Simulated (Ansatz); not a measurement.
```yaml
atoms:
  - { symbol: Al, position_ang: [-0.9242, 0.8210, -0.6246] }
  - { symbol: F, position_ang: [-1.5174, -0.8179, -0.8351] }
  - { symbol: Ga, position_ang: [-1.6131, 0.0899, -3.0420] }
  - { symbol: Si, position_ang: [-0.2374, 1.6723, 1.5546] }
  - { symbol: H, position_ang: [-2.1324, 1.5011, -1.5792] }
  - { symbol: H, position_ang: [0.0698, 0.7559, -1.9816] }
  - { symbol: H, position_ang: [-1.3654, 1.6445, 2.5363] }
  - { symbol: H, position_ang: [0.2251, 3.0901, 1.4330] }
  - { symbol: H, position_ang: [0.8904, 0.8735, 2.1263] }
```

Geometry: PBE0-D3(BJ)/pcseg-1.

These are results of isolated molecule in a Gaussian basis; Kohn-Sham density functional theory, functional PBE0 (Ansatz 0.2.0), not measurements.

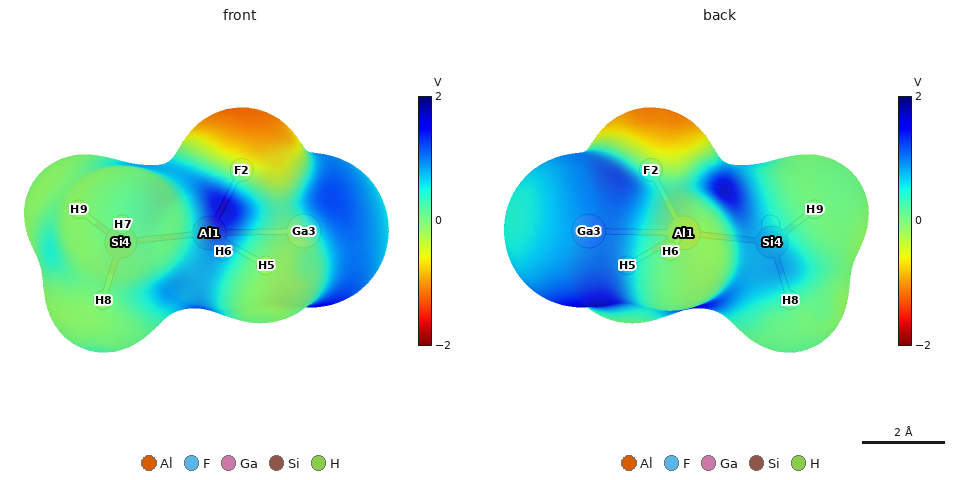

AlFGaH5Si. The electrostatic potential painted on the density surface at 0.002 e/bohr³, seen from the front and from behind; red is negative and blue positive.

Where is the surface potential most negative and most positive?

Answer. The most negative region (about −1.2 V) lies over F2, the most positive (about +1.7 V) over Al1 and Ga3.

What dipole moment does the calculation give?

Answer. Its dipole moment is 1.81 D.
